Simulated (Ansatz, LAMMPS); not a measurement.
**Molecular dynamics of glassy 82SiO2-11Al2O3-4ZnO-4MgO (mol %) (88 atoms)**

Wanted: a short trajectory of glassy 82SiO2-11Al2O3-4ZnO-4MgO (mol %) (88 atoms) with its pair distributions.

Program: Ansatz 0.2.0. Level of theory: Kohn-Sham DFT, PBE, PAW (set soft_2), plane waves. Results are calculated unless marked as measured.

## Step 1: The structure

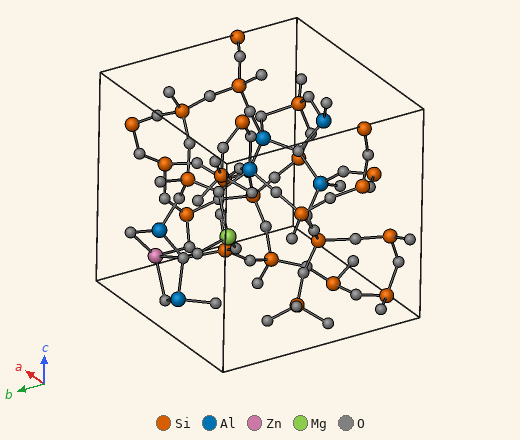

Start, viewed from a free direction; silicon orange, aluminium blue, zinc pink, magnesium green, oxygen grey. Some periodic images of atoms are drawn too.

The cell holds 88 atoms: 23 Si, 6 Al, 1 Zn, 1 Mg and 57 O. Its edges and angles: a = 10.522 Å, b = 10.522 Å, c = 10.522 Å, α = 90.0°, β = 90.0°, γ = 90.0°. 88 atoms (23 Si, 6 Al, 1 Zn, 1 Mg, 57 O) placed at random at 2.41 g/cm³, melted at 4000 K for 10 ps at fixed volume with the Morse and Coulomb pair potential with partial charges (Pedone, Malavasi, Menziani, Cormack and Segre, J. Phys. Chem. B 110, 11780 (2006)). Quenched from 4000 K to 300 K at 6 K/ps and fixed volume, held 10 ps at zero pressure.

What the set-up can't give: The quench rate of 6 K/ps is many orders above laboratory rates, so the cell is likely richer in defects and strain than a real sample. The network of bonds at the start is that of the classical potential that made the cell. Only the Γ point is sampled, in a cell whose shortest periodic width is 11 Å.

## Step 2: Single point at the start

A single point comes first, to see the forces before anything moves.

input.yaml reads:

```yaml
crystal:
  lattice:
    - [10.52212, 0.0, 0.0]
    - [0.0, 10.52212, 0.0]
    - [0.0, 0.0, 10.52212]
  atoms:
    - { symbol: Si, position: [0.00322, 0.2995, 0.98328] }
    - { symbol: Si, position: [0.74651, 0.45551, 0.90463] }
    - { symbol: Si, position: [0.04497, 0.27495, 0.68276] }
    - { symbol: Si, position: [0.72473, 0.75814, 0.87153] }
    [... 78 atom lines left out ...]
    - { symbol: O, position: [0.82154, 0.64458, 0.14696] }
    - { symbol: O, position: [0.63222, 0.41693, 0.99646] }
    - { symbol: O, position: [0.42464, 0.60154, 0.84076] }
    - { symbol: O, position: [0.46164, 0.74067, 0.06086] }
    - { symbol: O, position: [0.10219, 0.80205, 0.76481] }
    - { symbol: O, position: [0.67237, 0.35396, 0.23437] }
kpoints:
  mp_grid: { grid: [1, 1, 1] }
hamiltonian:
  xc: pbe
scf:
  occupations: { method: gaussian, width: 0.025 }
output:
  forces: true
```

Command:

```sh
> ansatz run input.yaml --threads 4 --pin off --max-ram 8192MiB --backend cpu --events-out ev --progress --plain --runs-dir out
```

Run time: 11 s. Hardware: 4 threads of Intel Xeon Platinum 8375C at 2.90GHz (Ice Lake), shared host; peak memory 1.5 GiB; 37 s of CPU time.

The run gave:

| Quantity | Value |
| --- | --- |
| free energy | -55522.5651 eV |
| free energy per atom | -630.9382 eV/atom |
| SCF cycles | 9 |
| r.m.s. force component | 1.221 eV/Å |
| longest force | 4.707 eV/Å |
| Fermi energy | 4.958 eV |

The r.m.s. force component of 1.2 eV/Å sets the starting point.

Neighbours are counted within 2.16 Å (O-Si), 2.33 Å (O-Al), 2.58 Å (O-Mg), 2.50 Å (O-Zn).

Length of the force by element and coordination:

| element | coordination | atoms | mean length of the force (eV/Å) | spread | least | most |
| --- | --- | --- | --- | --- | --- | --- |
| Al | all | 6 | 1.35 | 0.705 | 0.646 | 2.45 |
| Mg | all | 1 | 1.14 | 0 | 1.14 | 1.14 |
| O | all | 57 | 1.72 | 0.852 | 0.344 | 4.11 |
| O | 2 | 49 | 1.73 | 0.862 | 0.344 | 4.11 |
| O | 3 | 7 | 1.74 | 0.824 | 0.957 | 3.16 |
| O | 4 | 1 | 1.21 | 0 | 1.21 | 1.21 |
| Si | all | 23 | 2.43 | 1.08 | 0.851 | 4.71 |
| Zn | all | 1 | 2.41 | 0 | 2.41 | 2.41 |

## Step 3: Dynamics at 600 K

A Langevin thermostat couples each atom to a heat bath, at the price of damped dynamics. The time step is 1.0 fs.

input.yaml, as its differences from that of step 2:

```diff
@@ -15 +15,8 @@
   forces: true
+md:
+  timestep: 1.0
+  n_steps: 330
+  ensemble: nvt_langevin
+  temperature: 600
+  initial_velocities: maxwell_boltzmann
+  seed: 1046
```

Run time: 35 min. Hardware: 4 threads; peak memory 1.6 GiB.

The program notes that it switched symmetry off.

The trajectory, sampled:

| time (fs) | T (K) | potential (meV/atom) |
| --- | --- | --- |
| 0.0 | 593 | 0.0 |
| 22.0 | 645 | -1.8 |
| 44.0 | 561 | 21.9 |
| 66.0 | 628 | 10.7 |
| 88.0 | 638 | 13.6 |
| 110.0 | 657 | 11.0 |
| 132.0 | 637 | 13.6 |
| 154.0 | 646 | 6.8 |
| 176.0 | 563 | 11.7 |
| 198.0 | 621 | 5.3 |
| 220.0 | 524 | 13.3 |
| 242.0 | 542 | 11.9 |
| 264.0 | 585 | 0.0 |
| 286.0 | 515 | 6.0 |
| 308.0 | 567 | 4.2 |
| 330.0 | 606 | 7.6 |

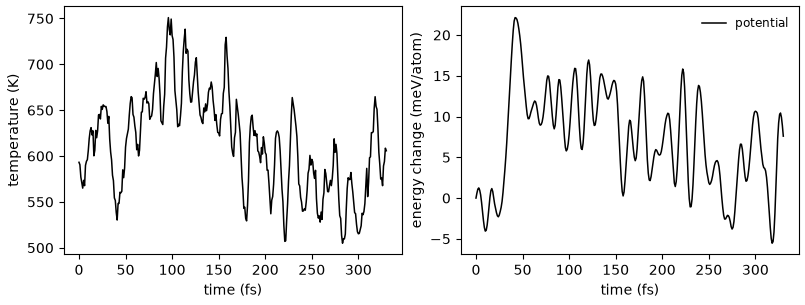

Temperature and energies against time.

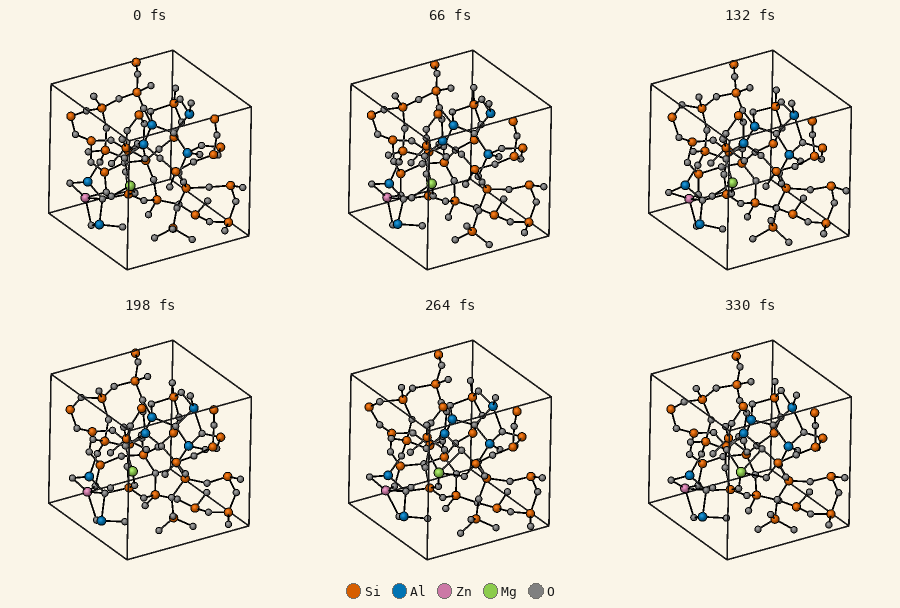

6 frames of the run. Bonds to atoms that aren't drawn are left out.

Mean square displacement from the first frame to the last: Si 0.041 Å², Al 0.056 Å², Zn 0.033 Å², Mg 0.79 Å², O 0.097 Å².

Table of mean square displacement by time lag:

```
time lag (fs)  Al (Å²)  Mg (Å²)  O (Å²)  Si (Å²)  Zn (Å²)
          1.0   5.5e-5   5.5e-5  9.3e-5   5.6e-5   2.2e-5
         14.0  0.00908  0.00971  0.0144  0.00829  0.00421
         28.0   0.0257   0.0327  0.0372   0.0178   0.0158
         48.0   0.0466   0.0725  0.0673   0.0258   0.0412
         62.0   0.0591   0.0999  0.0808   0.0323   0.0614
         76.0   0.0676    0.126  0.0915   0.0368   0.0802
         89.0   0.0726    0.148  0.1000   0.0397   0.0949
        103.0   0.0767    0.164   0.109   0.0447    0.109
        117.0   0.0787    0.173   0.116   0.0484    0.122
        137.0   0.0784    0.182   0.123   0.0510    0.135
        151.0   0.0780    0.199   0.127   0.0522    0.137
        165.0   0.0743    0.231   0.129   0.0525    0.132
```

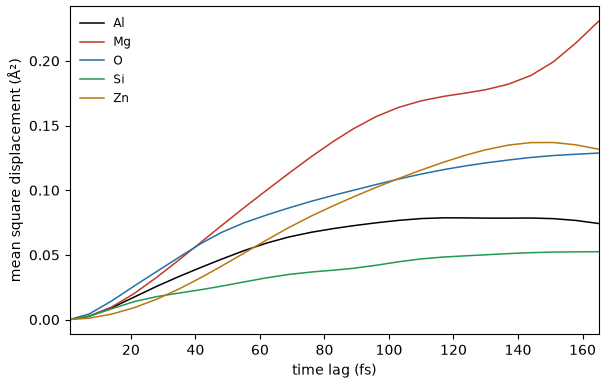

Mean square displacement, plotted against time lag.

Over the second half of 330 fs the temperature averages 581 K with swings of 40 K r.m.s. From first frame to last Mg has the largest mean square displacement, 0.79 Å² at the end; the farthest move is 0.89 Å. The count of bonds goes from 123 in the first frame to 125 in the last, by one set of cutoffs: 2 pairs passed out of them and 4 came within. The run spans 0.33 ps, too short for its means to be equilibrium values.

## Step 4: Distances and neighbours late in the run

The g(r) is a mean over the second half; what follows it is taken at the last frame.

Bonds before and after, by the cutoffs listed below:

```csv
pair,bonds before,bonds after,mean before (Å),mean after (Å),spread before (Å),spread after (Å)
O-Si,92,93,1.614,1.645,0.065,0.085
O-Al,24,25,1.754,1.835,0.081,0.140
O-Mg,3,4,2.058,2.132,0.098,0.221
O-Zn,4,3,2.081,1.955,0.076,0.187
```

Density 2.58 g/cm³, 13.24 Å³ an atom.

Mean of 14 frames. g(r), total and by pair (bins of 0.2 Å):

```
r (Å)  total   O-O   O-Si  O-Al  O-Mg  O-Zn  Si-Si
 1.40   0.01  0.00   0.03  0.00  0.00  0.00   0.00
 1.60   3.71  0.00  10.53  1.64  0.00  0.00   0.00
 1.80   1.22  0.00   1.52  7.19  1.92  2.79   0.00
 2.00   0.21  0.00   0.07  1.29  2.25  2.59   0.00
 2.20   0.07  0.01   0.02  0.28  0.85  1.81   0.00
 2.40   0.29  0.61   0.02  0.13  1.02  0.40   0.00
 2.60   1.50  3.47   0.03  0.23  0.52  0.44   0.02
 2.80   1.25  2.48   0.07  0.29  0.97  0.30   0.85
 3.00   0.89  1.18   0.23  0.22  0.45  0.32   2.64
 3.20   0.83  0.63   0.44  0.45  0.23  0.29   3.33
 3.40   0.73  0.54   0.94  0.86  0.25  0.59   0.18
 3.60   0.88  0.62   1.40  0.93  0.98  0.91   0.12
 3.80   1.09  0.71   1.77  1.25  1.77  1.37   0.23
 4.00   1.22  0.78   1.76  1.72  2.00  1.56   0.65
 4.20   1.27  0.75   1.77  2.08  1.90  1.42   1.07
 4.40   1.09  0.88   1.12  1.45  1.65  1.53   1.69
 4.60   0.94  1.04   0.71  1.05  1.33  1.21   1.29
 4.80   0.97  1.21   0.63  0.70  0.73  0.81   1.54
 5.00   1.04  1.50   0.60  0.54  0.28  0.47   1.19
 5.20   1.06  1.43   0.77  0.67  0.53  0.60   1.11
```

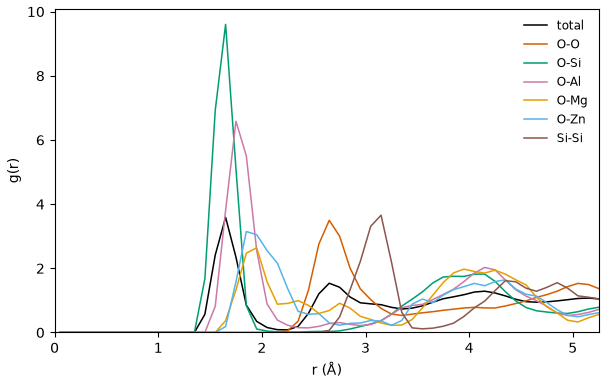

Pair distribution functions, lightly smoothed.

Bonds by pair of elements; cutoffs follow the first minimum of g(r), held within bounds set by covalent radii, and pairs that aren't listed don't count as bonded:

```
pair A-B  cutoff (Å)  bonds  mean length (Å)  spread (Å)  shortest (Å)  B about A  A about B
    O-Si        2.16     93             1.65       0.085          1.52       1.63       4.04
    O-Al        2.38     25             1.83        0.14          1.62      0.439       4.17
    O-Mg        2.42      4             2.13       0.221          1.89       0.07          4
    O-Zn        2.43      3             1.96       0.187          1.81      0.053          3
```

How many atoms have how many bonded neighbours:

| element | mean | 2 | 3 | 4 | 5 |
| --- | --- | --- | --- | --- | --- |
| Al | 4.17 | 0 | 0 | 5 | 1 |
| Mg | 4 | 0 | 0 | 1 | 0 |
| O | 2.19 | 46 | 11 | 0 | 0 |
| Si | 4.04 | 0 | 0 | 22 | 1 |
| Zn | 3 | 0 | 1 | 0 | 0 |

Bond angles, per cent of each kind in bins of 5°:

```csv
angle (°),O-Si-O,O-Al-O,Si-O-Si,Al-O-Si
70–75,0.0,2.5,0.0,0.0
75–80,0.0,2.5,0.0,0.0
80–85,2.8,10.0,0.0,0.0
85–90,0.0,2.5,0.0,0.0
90–95,3.5,7.5,0.0,4.3
95–100,3.5,12.5,0.0,8.7
100–105,25.4,2.5,0.0,8.7
105–110,17.6,7.5,0.0,4.3
110–115,25.4,22.5,5.3,0.0
115–120,14.1,5.0,2.6,8.7
120–125,4.9,10.0,10.5,0.0
125–130,1.4,7.5,5.3,8.7
130–135,0.0,5.0,10.5,17.4
135–140,0.0,0.0,7.9,8.7
140–145,0.7,0.0,13.2,4.3
145–150,0.0,0.0,18.4,8.7
150–155,0.7,0.0,10.5,0.0
155–160,0.0,0.0,2.6,4.3
160–165,0.0,2.5,7.9,8.7
165–170,0.0,0.0,2.6,0.0
170–175,0.0,0.0,2.6,4.3
```

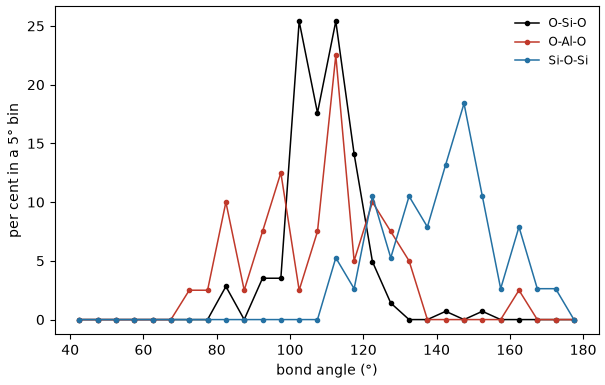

Distributions of the most common bond angles.

Bond angles (no mean is given where the spread exceeds 20°):

```csv
angle,count,mean (°),spread (°)
O-Si-O,142,109,9.5
O-Al-O,40,108,17.5
Si-O-Si,38,142,14.5
Al-O-Si,23,-,-
Al-O-Al,6,118,18.6
```

Oxygen atoms by the number of network formers (Si, P, Ge, B, Al, As, Ga) bound to them:

```
network formers bound to O  O atoms  per cent
                         0        0         0
                         1        2       3.5
                         2       49        86
                         3        6      10.5
```

Network units: each former by its oxygen neighbours and how many of them bridge to another former:

| former | O neighbours | bridging O | atoms |
| --- | --- | --- | --- |
| Si | 4 | 3 | 1 |
| Si | 4 | 4 | 21 |
| Si | 5 | 4 | 1 |
| Al | 4 | 4 | 5 |
| Al | 5 | 5 | 1 |

Bond length by coordination (bonds to H left out):

```csv
element,coordination,atoms,mean bond length (Å)
Al,4,5,1.83
Al,5,1,1.87
O,2,46,1.65
O,3,11,1.86
Si,4,22,1.64
Si,5,1,1.80
```

Rings of the network by King's shortest-path rule, up to 12 atoms, one path for each pair of neighbours; H, halogens, alkali and alkaline-earth atoms are left out, and the last column divides by all other atoms, bonded or not:

| ring size (atoms) | rings | per network atom |
| --- | --- | --- |
| 4 | 2 | 0.023 |
| 6 | 2 | 0.023 |
| 8 | 9 | 0.103 |
| 10 | 22 | 0.253 |
| 12 | 23 | 0.264 |

By these cutoffs 83 % of Al atoms have 4, all Mg atoms have 4, 81 % of O atoms have 2 and 96 % of Si atoms have 4 bonded neighbours. The O-Si-O angle averages 109° with a spread of 10°. Counting bonds to Si and Al alone, not to Zn, 86 % of the oxygens join two of these atoms and 4 % one; 10 % join three. The commonest Si unit has 4 oxygens, 4 of them shared with other formers (21 of 23 atoms). Rings of 12 atoms are the most common (40 % of those counted); sizes run from 4 to 12, where the search stops.

(Continued in part 2 of 2.)

[Logs are printed without paths, hosts, clocks, repeated set-up lines and the standing remarks that a program may print on its own settings, such as how far it seeks lower states.]

[Hosts, paths, dates, database ids (printed as entryN), source tags and the programs' standing remarks are cut or masked in the printed files.]
